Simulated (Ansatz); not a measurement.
# C2H8O2Si: up Jacob's ladder to CCSD(T)

How much do the methods differ for C2H8O2Si? The plan is to run it at one geometry with functionals of several rungs and with coupled cluster. The yardstick is the atomisation energy at the CCSD(T) limit.

Program: Ansatz 0.2.0, Gaussian basis. Level of theory: functionals in def2-TZVPP, the program's frozen cores in correlated methods. These are calculated values, not measurements.

Levels to be run: LDA (SPW92), PBE-D4, revPBE-D4, BLYP-D4, r2SCAN-D4, B97M-V, PBE0-D4, B3LYP-D4, r2SCANh-D4, r2SCAN0-D4, HSE06-D4, BHLYP-D4, CAM-B3LYP-D4, LC-ωPBE, ωB97X-V, ωB97M-V, B2PLYP, PBE-QIDH; CCSD(T)/def2-SVP; CCSD(T)/def2-TZVPP; MP2/def2-QZVPP; extrapolation to the limit; RPA on PBE.

**1. The relaxed structure**

An earlier PBE0-D4 in a triple-zeta def2 set relaxation fixed the geometry.

13 atoms, charge 0, spin multiplicity 1.

Atoms are counted from 1 here; the program's logs count them from 0.

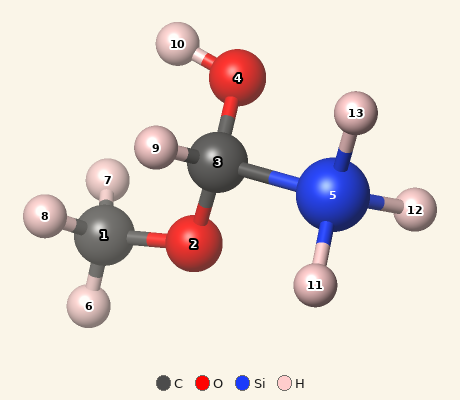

The structure; carbon dark grey, oxygen red, silicon blue, hydrogen pink; atoms are numbered from 1 in the order of the file.

**2. LDA**

This LDA is Slater exchange with PW92 correlation.

Input file in.yaml:

```yaml
crystal:
  periodic: [false, false, false]
  atoms:
    - {symbol: C, position_ang: [-1.893298, 0.623939, -0.185524]}
    - {symbol: O, position_ang: [-0.836143, -0.275876, -0.406939]}
    - {symbol: C, position_ang: [0.359588, 0.081535, 0.225110]}
    - {symbol: O, position_ang: [0.946557, 1.244637, -0.309190]}
    - {symbol: Si, position_ang: [1.582524, -1.356726, -0.038781]}
    - {symbol: H, position_ang: [-2.798163, 0.170498, -0.589164]}
    - {symbol: H, position_ang: [-1.726737, 1.580469, -0.694241]}
    - {symbol: H, position_ang: [-2.036972, 0.807618, 0.889156]}
    - {symbol: H, position_ang: [0.160629, 0.233369, 1.301615]}
    - {symbol: H, position_ang: [0.572272, 2.021680, 0.114121]}
    - {symbol: H, position_ang: [0.982131, -2.610601, 0.484317]}
    - {symbol: H, position_ang: [1.876713, -1.493828, -1.485751]}
    - {symbol: H, position_ang: [2.831299, -1.061514, 0.709971]}
basis:
  gaussian: {orbitals: def2-TZVPP}
hamiltonian: {xc: lda}
output: {orbitals: {seedname: orbitals}}
```

On the command line:

```
> ansatz run in.yaml --threads 4 --pin off --events-out ev --progress --plain --max-ram 10444MiB
```

The log of the run:

```text
Functional definition: SPW92
  name "SPW92"
  cite "Dirac, Proc. Camb. Phil. Soc. 26, 376 (1930) doi:10.1017/S0305004100016108"
  cite "Slater, Phys. Rev. 81, 385 (1951) doi:10.1103/PhysRev.81.385"
  cite "Perdew & Wang, Phys. Rev. B 45, 13244 (1992) doi:10.1103/PhysRevB.45.13244"
  exchange = slater_x
  correlation = pw_c
1422 factors; their error is unknown
mean field evaluation 1: about -14085.3116 eV, gradient 7.3e1 eV
mean field evaluation 2: about -14057.0952 eV, gradient 1.4e2 eV
mean field evaluation 4: about -14096.2814 eV, gradient 1.1e1 eV
mean field evaluation 8: about -14096.4984 eV, gradient 3.2e-1 eV
mean field evaluation 16: about -14096.4621 eV, gradient 8.0e-4 eV
mean field -14096.46205473 eV, -518.0354255863 hartree, gradient 4.4e-5 eV, S^2 0.000000; 0 other end points of the search recorded, 0 dependent functions left out
reference -14096.46209951 eV, -518.0354272318 hartree; 25, 25 occupied and 253, 253 virtual orbitals, 1422 factors
Total energy: -14096.46209951 eV, -518.0354272318 hartree
```

Wall time 1.4 s (4 threads of Arm Neoverse V2, shared host).

With the free atoms at this level, -14041.250 eV in sum, the atomisation energy is 5327.1 kJ/mol. HOMO -6.48 eV, LUMO -0.56 eV.

**3. PBE-D4 (GGA)**

Changes to in.yaml since step 2:

```diff
@@ -18,3 +18,3 @@
   gaussian: {orbitals: def2-TZVPP}
-hamiltonian: {xc: lda}
-output: {orbitals: {seedname: orbitals}}
+hamiltonian: {xc: pbe, dispersion: d4}
+output: {forces: true, orbitals: {seedname: orbitals}}
```

Launched as before.

The log of the run, shortened:

```text
Functional definition: PBE
  name "PBE"
  cite "Perdew, Burke & Ernzerhof, Phys. Rev. Lett. 77, 3865 (1996) doi:10.1103/PhysRevLett.77.3865"
  parent pbe
[...]
1422 factors; their error is unknown
[...]
mean field -14166.62484774 eV, -520.6138606714 hartree, gradient 3.3e-5 eV, S^2 0.000000; 0 other end points of the search recorded, 0 dependent functions left out
[...]
reference -14166.62489566 eV, -520.6138624323 hartree; 25, 25 occupied and 253, 253 virtual orbitals, 1422 factors
Total energy: -14166.86782174 eV, -520.6227898011 hartree
Atom 0 at    -1.893298     0.623939    -0.185524 Å, force    -0.213868     0.166373     0.041549 eV/Å
Atom 1 at    -0.836143    -0.275876    -0.406939 Å, force    -0.103372    -0.567258    -0.354814 eV/Å
Atom 2 at     0.359588     0.081535     0.225110 Å, force     0.125475    -0.160553     0.225618 eV/Å
Atom 3 at     0.946557     1.244637    -0.309190 Å, force     0.486864     0.127216    -0.445534 eV/Å
Atom 4 at     1.582524    -1.356726    -0.038781 Å, force     0.037166    -0.060096     0.010850 eV/Å
Atom 5 at    -2.798163     0.170498    -0.589164 Å, force    -0.193949    -0.089941    -0.085661 eV/Å
Atom 6 at    -1.726737     1.580469    -0.694241 Å, force     0.019780     0.228946    -0.102081 eV/Å
Atom 7 at    -2.036972     0.807618     0.889156 Å, force    -0.047799     0.055877     0.242944 eV/Å
Atom 8 at     0.160629     0.233369     1.301615 Å, force    -0.042547     0.031944     0.272799 eV/Å
Atom 9 at     0.572272     2.021680     0.114121 Å, force    -0.174706     0.389016     0.225155 eV/Å
Atom 10 at     0.982131    -2.610601     0.484317 Å, force    -0.054592    -0.133017     0.049350 eV/Å
Atom 11 at     1.876713    -1.493828    -1.485751 Å, force     0.033225    -0.015622    -0.153174 eV/Å
Atom 12 at     2.831299    -1.061514     0.709971 Å, force     0.128323     0.027115     0.072999 eV/Å
Dipole moment:    -0.277346     0.306419     0.309318 e Å
```

Wall time 2.8 s (4 threads of Arm Neoverse V2, shared host).

With the free atoms at this level, -14118.114 eV in sum, the atomisation energy is 4704.1 kJ/mol. HOMO -6.35 eV, LUMO -0.36 eV.

**4. revPBE-D4 (GGA)**

Changes to in.yaml since step 3:

```diff
@@ -18,3 +18,3 @@
   gaussian: {orbitals: def2-TZVPP}
-hamiltonian: {xc: pbe, dispersion: d4}
-output: {forces: true, orbitals: {seedname: orbitals}}
+hamiltonian: {xc: {name: revPBE}, dispersion: d4}
+output: {orbitals: {seedname: orbitals}}
```

Launched as before.

The log of the run:

```text
Functional definition: revPBE
  name "revPBE"
  cite "Zhang & Yang, Phys. Rev. Lett. 80, 890 (1998) doi:10.1103/PhysRevLett.80.890"
  cite "Perdew, Burke & Ernzerhof, Phys. Rev. Lett. 77, 3865 (1996) doi:10.1103/PhysRevLett.77.3865"
  parameter kappa = 1.245
  parameter beta = 0.06672455060314922
  exchange = pbe_x(kappa = kappa, mu = beta*pi^2/3)
  correlation = pbe_c(beta = beta)
1422 factors; their error is unknown
mean field evaluation 1: about -14164.6357 eV, gradient 6.9e1 eV
mean field evaluation 2: about -14140.7858 eV, gradient 1.3e2 eV
mean field evaluation 4: about -14174.3022 eV, gradient 9.8e0 eV
mean field evaluation 8: about -14174.4755 eV, gradient 2.8e-1 eV
mean field evaluation 16: about -14174.4381 eV, gradient 4.0e-4 eV
mean field -14174.43807017 eV, -520.9009912995 hartree, gradient 4.4e-5 eV, S^2 0.000000; 0 other end points of the search recorded, 0 dependent functions left out
reference -14174.43812999 eV, -520.9009934979 hartree; 25, 25 occupied and 253, 253 virtual orbitals, 1422 factors
Total energy: -14175.23996446 eV, -520.9304603710 hartree
```

It took 2.3 s on 4 threads of Arm Neoverse V2, shared host.

Atomisation energy: 4590.7 kJ/mol (free atoms -14127.661 eV, run apart). HOMO -6.29 eV, LUMO -0.26 eV.

**5. BLYP-D4 (GGA)**

Changes to in.yaml since step 4:

```diff
@@ -18,3 +18,3 @@
   gaussian: {orbitals: def2-TZVPP}
-hamiltonian: {xc: {name: revPBE}, dispersion: d4}
+hamiltonian: {xc: {name: BLYP}, dispersion: d4}
 output: {orbitals: {seedname: orbitals}}
```

Launched as before.

The log of the run:

```text
Functional definition: BLYP
  name "BLYP"
  cite "Becke, Phys. Rev. A 38, 3098 (1988) doi:10.1103/PhysRevA.38.3098"
  cite "Lee, Yang & Parr, Phys. Rev. B 37, 785 (1988) doi:10.1103/PhysRevB.37.785"
  parameter beta = 0.0042
  parameter a = 0.04918
  parameter b = 0.132
  parameter c = 0.2533
  parameter d = 0.349
  exchange = b88_x(beta = beta)
  correlation = lyp_c(a = a, b = b, c = c, d = d)
1422 factors; their error is unknown
mean field evaluation 1: about -14164.3189 eV, gradient 7.7e1 eV
mean field evaluation 2: about -14129.6281 eV, gradient 1.5e2 eV
mean field evaluation 4: about -14175.8419 eV, gradient 1.3e1 eV
mean field evaluation 8: about -14176.1336 eV, gradient 3.0e-1 eV
mean field evaluation 16: about -14176.0945 eV, gradient 6.9e-4 eV
mean field -14176.09454841 eV, -520.9618657521 hartree, gradient 3.7e-5 eV, S^2 0.000000; 0 other end points of the search recorded, 0 dependent functions left out
reference -14176.09495211 eV, -520.9618805879 hartree; 25, 25 occupied and 253, 253 virtual orbitals, 1422 factors
Total energy: -14176.63441753 eV, -520.9817055762 hartree
```

Wall time 2.3 s (4 threads of Arm Neoverse V2, shared host).

With the free atoms at this level, -14128.730 eV in sum, the atomisation energy is 4622.1 kJ/mol. HOMO -6.27 eV, LUMO -0.35 eV.

**6. r2SCAN-D4 (meta-GGA)**

Changes to in.yaml since step 5:

```diff
@@ -18,3 +18,3 @@
   gaussian: {orbitals: def2-TZVPP}
-hamiltonian: {xc: {name: BLYP}, dispersion: d4}
-output: {orbitals: {seedname: orbitals}}
+hamiltonian: {xc: r2scan, dispersion: d4}
+output: {forces: true, orbitals: {seedname: orbitals}}
```

Launched as before.

The log of the run, shortened:

```text
Functional definition: r2SCAN
  name "r2SCAN"
  cite "Furness, Kaplan, Ning, Perdew & Sun, J. Phys. Chem. Lett. 11, 8208 (2020) doi:10.1021/acs.jpclett.0c02405"
  cite "Furness, Kaplan, Ning, Perdew & Sun, J. Phys. Chem. Lett. 11, 9248 (2020) doi:10.1021/acs.jpclett.0c03077"
  parent r2scan
[...]
1422 factors; their error is unknown
[...]
mean field -14174.03316972 eV, -520.8861114825 hartree, gradient 3.1e-5 eV, S^2 0.000000; 0 other end points of the search recorded, 0 dependent functions left out
[...]
reference -14174.03318379 eV, -520.8861119996 hartree; 25, 25 occupied and 253, 253 virtual orbitals, 1422 factors
Total energy: -14174.09562555 eV, -520.8884066917 hartree
Atom 0 at    -1.893298     0.623939    -0.185524 Å, force    -0.276312     0.213722     0.049258 eV/Å
Atom 1 at    -0.836143    -0.275876    -0.406939 Å, force    -0.050966    -0.333401    -0.224176 eV/Å
[...]
Atom 3 at     0.946557     1.244637    -0.309190 Å, force     0.178114     0.268495    -0.180991 eV/Å
Atom 4 at     1.582524    -1.356726    -0.038781 Å, force     0.039972    -0.054089    -0.006311 eV/Å
Atom 5 at    -2.798163     0.170498    -0.589164 Å, force     0.023010     0.005217     0.003863 eV/Å
Atom 6 at    -1.726737     1.580469    -0.694241 Å, force     0.012579     0.006298     0.003396 eV/Å
Atom 7 at    -2.036972     0.807618     0.889156 Å, force     0.004180     0.002051     0.005270 eV/Å
Atom 8 at     0.160629     0.233369     1.301615 Å, force    -0.021299     0.025609     0.039988 eV/Å
Atom 9 at     0.572272     2.021680     0.114121 Å, force    -0.026375     0.043120     0.033321 eV/Å
Atom 10 at     0.982131    -2.610601     0.484317 Å, force     0.012336     0.027455    -0.014121 eV/Å
Atom 11 at     1.876713    -1.493828    -1.485751 Å, force    -0.008804     0.007165     0.027313 eV/Å
Atom 12 at     2.831299    -1.061514     0.709971 Å, force    -0.027827    -0.002471    -0.018524 eV/Å
Dipole moment:    -0.280961     0.307106     0.321281 e Å
```

Wall time 5.5 s (4 threads of Arm Neoverse V2, shared host).

With the free atoms at this level, -14126.077 eV in sum, the atomisation energy is 4633.1 kJ/mol. HOMO -6.67 eV, LUMO 0.22 eV.

**7. B97M-V (meta-GGA)**

Changes to in.yaml since step 6:

```diff
@@ -18,3 +18,3 @@
   gaussian: {orbitals: def2-TZVPP}
-hamiltonian: {xc: r2scan, dispersion: d4}
-output: {forces: true, orbitals: {seedname: orbitals}}
+hamiltonian: {xc: {name: B97M-V}}
+output: {orbitals: {seedname: orbitals}}
```

Same command.

The log of the run, shortened:

```text
Functional definition: B97M-V
  name "B97M-V"
  cite "Mardirossian & Head-Gordon, J. Chem. Phys. 142, 074111 (2015) doi:10.1063/1.4907719"
  cite "Becke, J. Chem. Phys. 107, 8554 (1997) doi:10.1063/1.475007"
  cite "Vydrov & Van Voorhis, J. Chem. Phys. 133, 244103 (2010) doi:10.1063/1.3521275"
  # Of w^i u^j: cxij and so on, Table III.
[...]
  gx(w, u) = cx00 + cx01*u + cx02*u^2 + (cx10 + cx11*u)*w
  gss(w, u) = css00 + css02*u^2 + css10*w + (css32*w^3 + css42*w^4)*u^2
  gos(w, u) = cos00 + cos01*u + cos03*u^3 + cos10*w + cos32*w^3*u^2
[...]
      + integral(e_c_pw_mod_opposite_spin*gos(b97_w_opposite, b97_u_opposite)) + vv10(b, c)
1422 factors; their error is unknown
[...]
mean field -14174.83984910 eV, -520.9157564029 hartree, gradient 2.6e-5 eV, S^2 0.000000; 0 other end points of the search recorded, 0 dependent functions left out
reference -14174.83991891 eV, -520.9157589685 hartree; 25, 25 occupied and 253, 253 virtual orbitals, 1422 factors
Total energy: -14174.83991891 eV, -520.9157589685 hartree
```

Run time: 11 s. Hardware: 4 threads of Arm Neoverse V2, shared host.

Atomisation energy: 4622.3 kJ/mol (free atoms -14126.933 eV, run apart). HOMO -6.87 eV, LUMO -0.21 eV.

**8. PBE0-D4 (hybrid)**

Changes to in.yaml since step 7:

```diff
@@ -18,3 +18,3 @@
   gaussian: {orbitals: def2-TZVPP}
-hamiltonian: {xc: {name: B97M-V}}
+hamiltonian: {xc: pbe0, dispersion: d4}
 output: {orbitals: {seedname: orbitals}}
```

Its log isn't repeated here (it stands with the study of this molecule's fields); it ends on a total energy of -14167.971880 eV.

With the free atoms at this level, -14120.144 eV in sum, the atomisation energy is 4614.7 kJ/mol. HOMO -7.93 eV, LUMO 0.52 eV.

**9. B3LYP-D4 (hybrid)**

B3LYP here takes the VWN-RPA correlation.

Changes to in.yaml since step 8:

```diff
@@ -18,3 +18,3 @@
   gaussian: {orbitals: def2-TZVPP}
-hamiltonian: {xc: pbe0, dispersion: d4}
-output: {orbitals: {seedname: orbitals}}
+hamiltonian: {xc: {name: B3LYP}, dispersion: d4}
+output: {forces: true, orbitals: {seedname: orbitals}}
```

Same command.

The log of the run, shortened:

```text
Functional definition: B3LYP
  name "B3LYP"
  cite "Stephens, Devlin, Chabalowski & Frisch, J. Phys. Chem. 98, 11623 (1994) doi:10.1021/j100096a001"
  cite "Becke, Phys. Rev. A 38, 3098 (1988) doi:10.1103/PhysRevA.38.3098"
  cite "Lee, Yang & Parr, Phys. Rev. B 37, 785 (1988) doi:10.1103/PhysRevB.37.785"
  cite "Vosko, Wilk & Nusair, Can. J. Phys. 58, 1200 (1980) doi:10.1139/p80-159"
[...]
1425 factors; their error is unknown
[...]
mean field -14178.99739367 eV, -521.0685433476 hartree, gradient 4.8e-5 eV, S^2 0.000000; 0 other end points of the search recorded, 0 dependent functions left out
[...]
reference -14178.99769499 eV, -521.0685544210 hartree; 25, 25 occupied and 253, 253 virtual orbitals, 1425 factors
Total energy: -14179.38529306 eV, -521.0827983875 hartree
Atom 0 at    -1.893298     0.623939    -0.185524 Å, force    -0.359386     0.195356     0.004942 eV/Å
[...]
Atom 3 at     0.946557     1.244637    -0.309190 Å, force     0.114756     0.308405    -0.093330 eV/Å
Atom 4 at     1.582524    -1.356726    -0.038781 Å, force     0.103066    -0.125090    -0.018494 eV/Å
Atom 5 at    -2.798163     0.170498    -0.589164 Å, force     0.041443     0.031794     0.021887 eV/Å
Atom 6 at    -1.726737     1.580469    -0.694241 Å, force    -0.012659    -0.045693     0.034906 eV/Å
Atom 7 at    -2.036972     0.807618     0.889156 Å, force     0.001022    -0.005032    -0.054858 eV/Å
Atom 8 at     0.160629     0.233369     1.301615 Å, force     0.009342     0.007407    -0.066467 eV/Å
Atom 9 at     0.572272     2.021680     0.114121 Å, force     0.032200     0.062138    -0.022958 eV/Å
Atom 10 at     0.982131    -2.610601     0.484317 Å, force     0.040917     0.078131    -0.033672 eV/Å
Atom 11 at     1.876713    -1.493828    -1.485751 Å, force    -0.017540     0.007052     0.092406 eV/Å
Atom 12 at     2.831299    -1.061514     0.709971 Å, force    -0.075704    -0.020851    -0.047647 eV/Å
Dipole moment:    -0.282141     0.303990     0.332084 e Å
```

Wall time 5.5 s (4 threads of Arm Neoverse V2, shared host); peak memory 0.82 GiB.

Atomisation energy: 4626.1 kJ/mol (free atoms -14131.440 eV, run apart). HOMO -7.70 eV, LUMO 0.19 eV.

**10. r2SCANh-D4 (hybrid)**

Changes to in.yaml since step 9:

```diff
@@ -18,3 +18,3 @@
   gaussian: {orbitals: def2-TZVPP}
-hamiltonian: {xc: {name: B3LYP}, dispersion: d4}
-output: {forces: true, orbitals: {seedname: orbitals}}
+hamiltonian: {xc: {name: r2SCANh}, dispersion: d4}
+output: {orbitals: {seedname: orbitals}}
```

The command is unchanged.

The log of the run, shortened:

```text
Functional definition: r2SCANh
  name "r2SCANh"
  cite "Bursch, Neugebauer, Ehlert & Grimme, J. Chem. Phys. 156, 134105 (2022) doi:10.1063/5.0086040"
  cite "Furness, Kaplan, Ning, Perdew & Sun, J. Phys. Chem. Lett. 11, 8208 (2020) doi:10.1021/acs.jpclett.0c02405"
  cite "Furness, Kaplan, Ning, Perdew & Sun, J. Phys. Chem. Lett. 11, 9248 (2020) doi:10.1021/acs.jpclett.0c03077"
  parent r2scan
[...]
1422 factors; their error is unknown
[...]
mean field -14173.65136140 eV, -520.8720802854 hartree, gradient 1.1e-5 eV, S^2 0.000000; 0 other end points of the search recorded, 0 dependent functions left out
reference -14173.65137432 eV, -520.8720807603 hartree; 25, 25 occupied and 253, 253 virtual orbitals, 1422 factors
Total energy: -14173.71688094 eV, -520.8744880842 hartree
```

It took 6 s on 4 threads of Arm Neoverse V2, shared host; peak memory 0.73 GiB.

With the free atoms at this level, -14126.026 eV in sum, the atomisation energy is 4601.5 kJ/mol. HOMO -7.27 eV, LUMO 0.50 eV.

**11. r2SCAN0-D4 (hybrid)**

Changes to in.yaml since step 10:

```diff
@@ -18,3 +18,3 @@
   gaussian: {orbitals: def2-TZVPP}
-hamiltonian: {xc: {name: r2SCANh}, dispersion: d4}
+hamiltonian: {xc: {name: r2SCAN0}, dispersion: d4}
 output: {orbitals: {seedname: orbitals}}
```

Launched as before.

The log of the run, shortened:

```text
Functional definition: r2SCAN0
  name "r2SCAN0"
  cite "Bursch, Neugebauer, Ehlert & Grimme, J. Chem. Phys. 156, 134105 (2022) doi:10.1063/5.0086040"
  cite "Furness, Kaplan, Ning, Perdew & Sun, J. Phys. Chem. Lett. 11, 8208 (2020) doi:10.1021/acs.jpclett.0c02405"
  cite "Furness, Kaplan, Ning, Perdew & Sun, J. Phys. Chem. Lett. 11, 9248 (2020) doi:10.1021/acs.jpclett.0c03077"
  parent r2scan
[...]
1425 factors; their error is unknown
[...]
mean field -14173.11450046 eV, -520.8523510099 hartree, gradient 4.6e-5 eV, S^2 0.000000; 0 other end points of the search recorded, 0 dependent functions left out
reference -14173.11451167 eV, -520.8523514217 hartree; 25, 25 occupied and 253, 253 virtual orbitals, 1425 factors
Total energy: -14173.18644664 eV, -520.8549949833 hartree
```

Wall time 5.5 s (4 threads of Arm Neoverse V2, shared host); peak memory 0.73 GiB.

Atomisation energy: 4556.4 kJ/mol (free atoms -14125.963 eV, run apart). HOMO -8.16 eV, LUMO 0.89 eV.

**12. HSE06-D4 (hybrid)**

HSE06 is the plane-wave form, built on full-range PBE exchange.

Changes to in.yaml since step 11:

```diff
@@ -18,3 +18,3 @@
   gaussian: {orbitals: def2-TZVPP}
-hamiltonian: {xc: {name: r2SCAN0}, dispersion: d4}
+hamiltonian: {xc: hse06, dispersion: d4}
 output: {orbitals: {seedname: orbitals}}
```

The command is unchanged.

The log of the run, shortened:

```text
Functional definition: HSE06
  name "HSE06"
  cite "Heyd, Scuseria & Ernzerhof, J. Chem. Phys. 118, 8207 (2003) doi:10.1063/1.1564060"
  cite "Krukau, Vydrov, Izmaylov & Scuseria, J. Chem. Phys. 125, 224106 (2006) doi:10.1063/1.2404663"
  cite "Heyd & Scuseria, J. Chem. Phys. 120, 7274 (2004) doi:10.1063/1.1668634"
  cite "Ernzerhof & Perdew, J. Chem. Phys. 109, 3313 (1998) doi:10.1063/1.476928"
  cite "Perdew, Burke & Ernzerhof, Phys. Rev. Lett. 77, 3865 (1996) doi:10.1103/PhysRevLett.77.3865"
  parent pbe
[...]
  # The whole range is PBE's own exchange, as in plane waves. The composition of these papers is wPBEh.
[...]
1425 factors; their error is unknown
128 factors; integrals over basis functions are off by at most 6.4e-7 eV
[...]
mean field -14167.26598168 eV, -520.6374219091 hartree, gradient 4.9e-5 eV, S^2 0.000000; 0 other end points of the search recorded, 0 dependent functions left out
reference -14167.26602941 eV, -520.6374236630 hartree; 25, 25 occupied and 253, 253 virtual orbitals, 1425 factors
Total energy: -14167.45523439 eV, -520.6443768176 hartree
```

It took 3.4 s on 4 threads of Arm Neoverse V2, shared host; peak memory 0.74 GiB.

Atomisation energy: 4618.3 kJ/mol (free atoms -14119.590 eV, run apart). HOMO -7.52 eV, LUMO 0.15 eV.

**13. BHLYP-D4 (hybrid)**

Changes to in.yaml since step 12:

```diff
@@ -18,3 +18,3 @@
   gaussian: {orbitals: def2-TZVPP}
-hamiltonian: {xc: hse06, dispersion: d4}
+hamiltonian: {xc: {name: BHLYP}, dispersion: d4}
 output: {orbitals: {seedname: orbitals}}
```

Launched as before.

The log of the run:

```text
Functional definition: BHLYP
  name "BHLYP"
  cite "Becke, J. Chem. Phys. 98, 1372 (1993) doi:10.1063/1.464304"
  cite "Becke, Phys. Rev. A 38, 3098 (1988) doi:10.1103/PhysRevA.38.3098"
  cite "Lee, Yang & Parr, Phys. Rev. B 37, 785 (1988) doi:10.1103/PhysRevB.37.785"
  parameter a = 0.5
  exchange = (1 - a)*b88_x + a*exact_x
  correlation = lyp_c
1578 factors; their error is unknown
mean field evaluation 1: about -14170.0227 eV, gradient 5.0e1 eV
mean field evaluation 2: about -14170.0815 eV, gradient 5.2e1 eV
mean field evaluation 4: about -14174.6712 eV, gradient 2.0e0 eV
mean field evaluation 8: about -14174.6797 eV, gradient 9.8e-2 eV
mean field evaluation 16: about -14174.7503 eV, gradient 6.9e-5 eV
mean field -14174.75027719 eV, -520.9124646959 hartree, gradient 6.9e-5 eV, S^2 0.000000; 0 other end points of the search recorded, 0 dependent functions left out
reference -14174.75048019 eV, -520.9124721559 hartree; 25, 25 occupied and 253, 253 virtual orbitals, 1578 factors
Total energy: -14175.02721293 eV, -520.9226418965 hartree
```

Run time: 3.4 s. Hardware: 4 threads of Arm Neoverse V2, shared host; peak memory 0.72 GiB.

With the free atoms at this level, -14128.562 eV in sum, the atomisation energy is 4483.2 kJ/mol. HOMO -9.45 eV, LUMO 1.21 eV.

(Part 1 of 2 ends here.)
